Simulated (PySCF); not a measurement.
Input

```
{"job": {"kind": "nmr", "xc": "PBE0", "basis": "pcSseg-1"}, "charge": 0, "multiplicity": 1}
C     -1.424246     1.262730    -0.131586
N     -1.150990    -0.127377    -0.391174
C     -2.224361    -0.997052    -0.004416
Si     0.435461    -0.708639    -0.633417
N      1.422674     0.435192    -1.503542
Si     2.752341     0.419494    -0.391329
N      1.676103    -0.538036     0.580886
H     -1.613581     1.444133     0.933163
H     -0.568350     1.854153    -0.443083
H     -2.308367     1.580303    -0.694879
H     -2.402981    -0.964945     1.078067
H     -1.984895    -2.019063    -0.283489
H     -3.150000    -0.701098    -0.508084
H      0.330289    -2.054394    -1.188098
H      1.391486     0.701362    -2.469163
H      3.047367     1.731189     0.176992
H      3.933257    -0.303542    -0.856404
H      1.830034    -1.008091     1.453141
```

Run with:

```sh
OMP_NUM_THREADS=1 python probes_run.py task.json out
```

Geometry: GFN2-xTB.

Computed with PySCF, PBE0/pcSseg-1, SCF density, gas phase, non-relativistic.

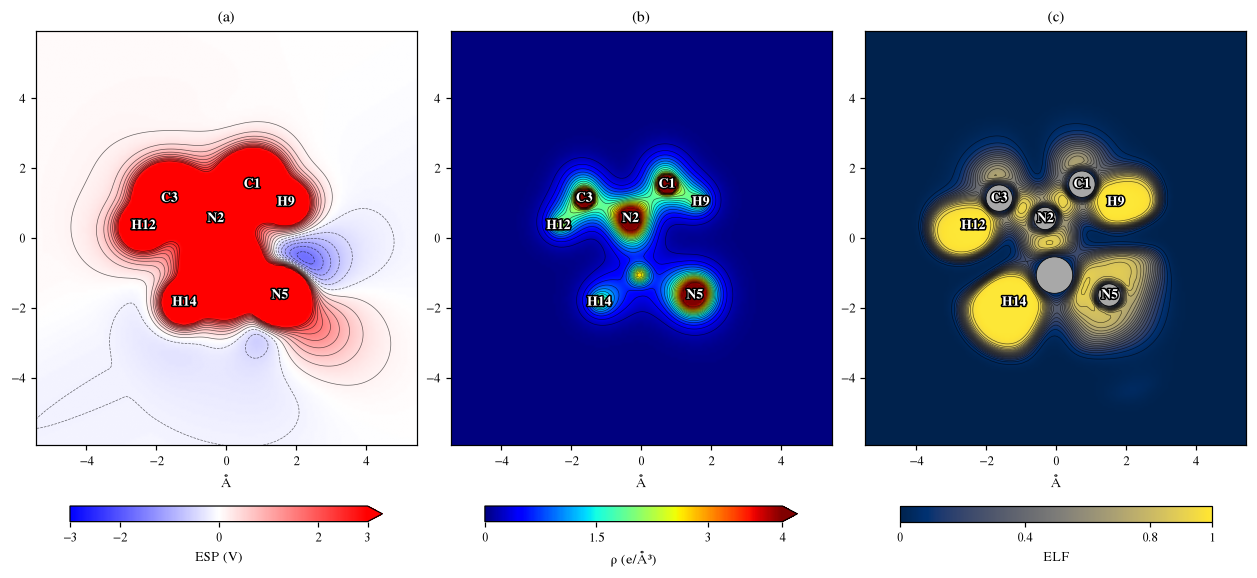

C$_{2}$H$_{11}$N$_{3}$Si$_{2}$ (SMILES CN(C)[SiH]1N[SiH2]N1). (a) molecular electrostatic potential; (b) total electron density; (c) ELF on the plane of atoms N2, C1 and H9. Grey discs cover the atomic cores in the ELF map.

**Read the bonding off the picture.**

The section cuts through C, N and H sites.
C–N (1.43 Å): ρ is about 2 e/Å³ halfway; the ELF peaks at about 0.90 between the atoms; a covalent bond.
C–H (1.09 Å): ρ is about 2 e/Å³ halfway; the ELF climbs to about 1 towards the hydrogen, as it does in any bond to H; an ordinary covalent bond to hydrogen.
The ELF also peaks beside N5, away from the bonds: lone-pair regions.
Outside the dense part of the molecule the potential is most negative (−1.7 V) near N5.
